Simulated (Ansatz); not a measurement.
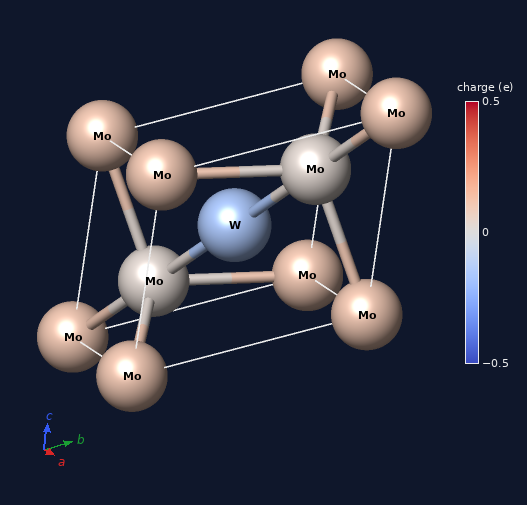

A ball-and-stick picture of a crystal structure, seen slightly off an axis. The simulation cell is drawn as a box. The atoms of this Mo3W cell are coloured by their Bader charge.

Calculation details: Ansatz, DFT PBE, scalar-relativistic, plane waves, PAW; a basis cut at 420 eV, a 12×12×12 sampling of the Brillouin zone, Gaussian smearing of 0.1 eV, no spin polarisation.

Q: What charges do the elements carry?

A: Most positive: Mo; most negative: W. Charges: about Mo 0.0 to +0.1 e; W -0.2 e. Little charge moves, as in a metallic or covalent solid.

Provenance: a structure type filled with these elements by a generator (whether the compound takes this form wasn't checked). Earlier steps of the study may have refined or changed the cell and positions. A calculation with Ansatz used it as input.
